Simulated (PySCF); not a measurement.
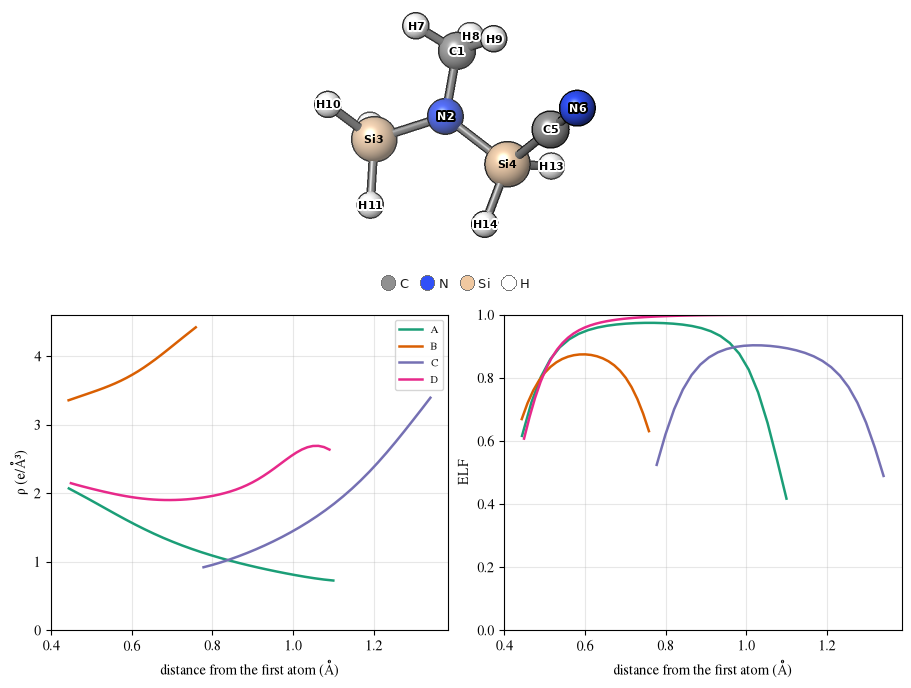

Figure. C$_{2}$H$_{8}$N$_{2}$Si$_{2}$. Total electron density and ELF along straight lines between neighbouring atoms. The curves leave out the atomic cores. The structure is drawn too.

Geometry: GFN2-xTB.

Computed with PySCF 2.14.0, PBE0/pcSseg-1, SCF density, gas phase, non-relativistic.

Input

```
{"job": {"kind": "nmr", "xc": "PBE0", "basis": "pcSseg-1"}, "charge": 0, "multiplicity": 1}
C      0.094358     1.427209    -0.177152
N     -0.260379     0.035167     0.039672
Si    -1.961676    -0.278626     0.246365
Si     0.939837    -1.156279    -0.320430
C      2.518173    -0.522398     0.460630
N      3.488356    -0.132998     0.928939
H     -0.498375     2.069079     0.474519
H     -0.090762     1.731244    -1.211722
H      1.148834     1.592064     0.044146
H     -2.418500     0.584919     1.337090
H     -2.075495    -1.697275     0.562185
H     -2.690029     0.046446    -0.986551
H      1.242233    -1.296003    -1.752618
H      0.562747    -2.403021     0.332763
```

Command:

```sh
OMP_NUM_THREADS=1 python probes_run.py task.json out
```

### Which curve belongs to which contact (C–H, C–N, C–Si and Si–N)? The first atom named is at distance zero.

Curve A: C–Si (1.87 Å): ρ is about 0.88 e/Å³ halfway; the ELF peaks at about 1 between the atoms; a covalent bond. Curve B: C–N (1.15 Å): ρ at the midpoint is about 3.6 e/Å³; the ELF peaks at about 0.85 between the atoms: a multiple bond. Curve C: Si–N (1.73 Å): ρ at the midpoint is about 1.1 e/Å³; the ELF peaks at about 0.90 between the atoms (a shared but strongly polarised pair). Curve D: C–H (1.09 Å): the density is about 2 e/Å³ at the midpoint; the ELF climbs to about 1 towards the hydrogen, as it does in any bond to H (a covalent bond by its length).
